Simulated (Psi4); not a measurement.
## SnH4O3 (SMILES [OH][SnH]([OH])[OH]): the HOMO–LUMO gap, rung by rung

The species is SnH4O3 (8 atoms), meant as a singlet with charge 0. SMILES: `[OH][SnH]([OH])[OH]`. The shape was relaxed beforehand at PBE0/def2-TZVP. This is one conformer, not always the lowest.

Each level gives the HOMO–LUMO gap (eV). The values are calculated.

| level | kind | program | value (eV) | CPU time |
| --- | --- | --- | --- | --- |
| PBE-D4/def2-TZVPP (density fitting, core potential) | GGA | Psi4 | 5.19 | 38 s |
| r2SCAN-D4/def2-TZVPP (density fitting, core potential) | meta-GGA | Psi4 | 5.91 | 81 s |
| B3LYP-D4/def2-TZVPP (density fitting, core potential) | global hybrid | Psi4 | 7.19 | 30 s |
| PBE0-D4/def2-TZVPP (density fitting, core potential) | global hybrid | Psi4 | 7.83 | 31 s |
| wB97M-V/def2-TZVPP (density fitting, core potential) | range-separated hybrid | Psi4 | 12.09 | 88 s |

The values span 5.19 to 12.09 eV. Orbital gaps aren't excitation energies; they tend to grow with the share of exact exchange. Times are those of the runs behind each value, whatever else they computed, on shared processors of several kinds: orders of magnitude only.

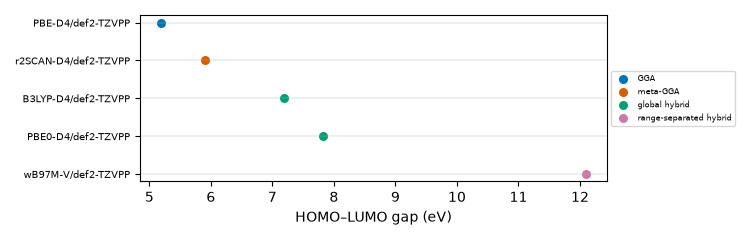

The values of the table, level by level.
